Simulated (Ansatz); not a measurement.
## Electronic structure of C$_{3}$H$_{7}$ClSi$_{2}$ in real space

```xyz
13

C     0.3161    0.4512   -0.8671
C     0.4458    0.1507   -2.3458
C    -0.4907   -0.4786   -3.0846
Cl   -2.4876    1.9555   -0.1145
Si   -1.4737    0.1313   -0.2921
Si   -2.0908   -1.0042   -2.2421
H    -1.5381   -0.5444    1.0316
H     1.0104   -0.1897   -0.2913
H     0.6208    1.4889   -0.6480
H     1.3854    0.4666   -2.8200
H    -0.2850   -0.6585   -4.1459
H    -2.2043   -2.4880   -2.1036
H    -3.3147   -0.5006   -2.9289
```

Geometry: B3LYP-D3(BJ)/def2-SVP.

These are results of Ansatz 0.2.0, isolated molecule in a Gaussian basis; Kohn-Sham density functional theory, functional PBE0, not measurements.

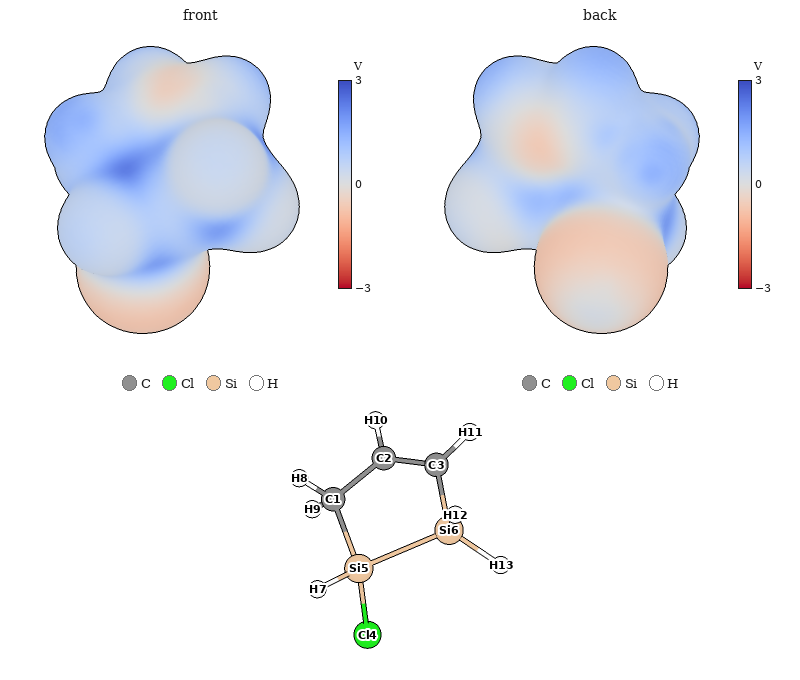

Figure 1. The electrostatic potential painted on the density surface at 0.004 e/bohr³, seen from the front and from behind; red is negative and blue positive. The bare structure is drawn below in the same view.

Where is the surface potential most negative and most positive?

The most negative region (about −0.7 V, or −16 kcal/mol for a unit charge) lies over Cl4, the most positive (about +2.0 V, or +46 kcal/mol for a unit charge) over Si5.

What dipole moment does the calculation give?

Its dipole moment is 2.18 D.

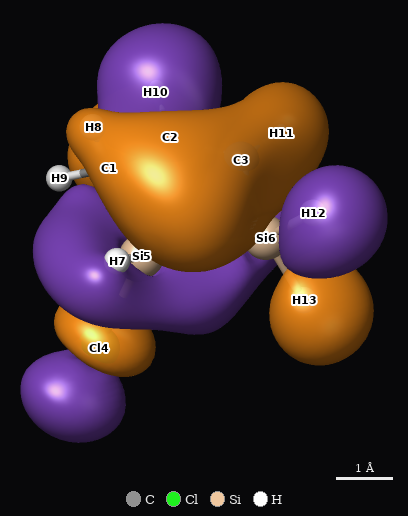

Figure 2. The LUMO at ±0.05 Å⁻³ᐟ² (orange and purple are the two phases), seen at a tilt.

Describe this orbital and give its energy.

Its weight (Hirshfeld) is mainly on C2 (about 20 %), Si5 (about 20 %), Si6 (about 15 %), C3 (about 15 %) and Cl4 (about 10 %). Its energy is −0.79 eV.

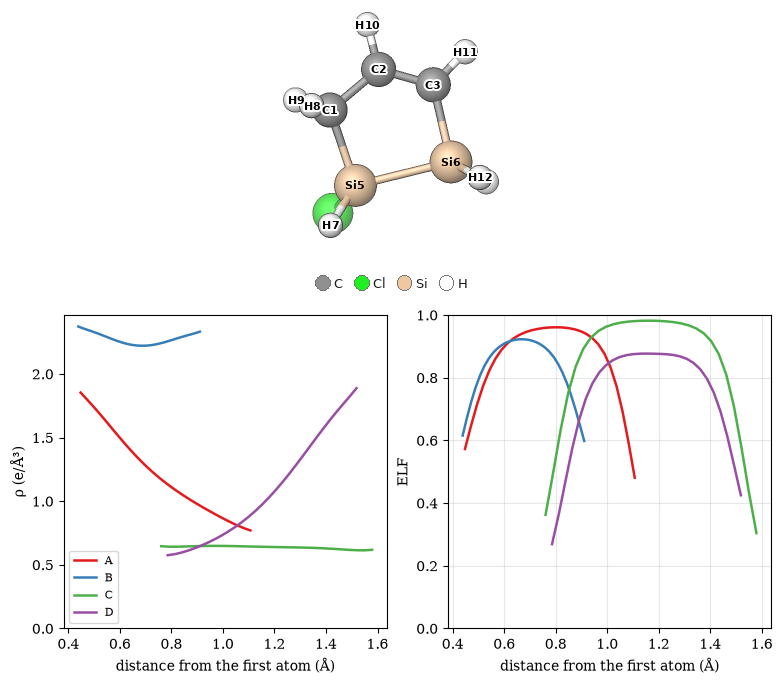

Figure 3. Total electron density and electron localisation function along straight lines between neighbouring atoms. The curves leave out the atomic cores. The structure is drawn too.

Which curve belongs to which contact (C–C, C–Si, Si–Cl and Si–Si)? The first atom named is at distance zero.

Curve A: C–Si (1.88 Å): ρ is about 0.93 e/Å³ halfway; the ELF peaks at about 0.95 between the atoms (localised, covalent bonding). Curve B: C–C (1.35 Å): the density is about 2.2 e/Å³ at the midpoint; the ELF peaks at about 0.90 between the atoms: a covalent bond. Curve C: Si–Si (2.34 Å): ρ is about 0.64 e/Å³ halfway; the ELF peaks at about 1 between the atoms, as expected for localised, covalent bonding. Curve D: Si–Cl (2.09 Å): ρ at the midpoint is about 0.8 e/Å³; the ELF peaks at about 0.90 between the atoms: a shared but strongly polarised pair.
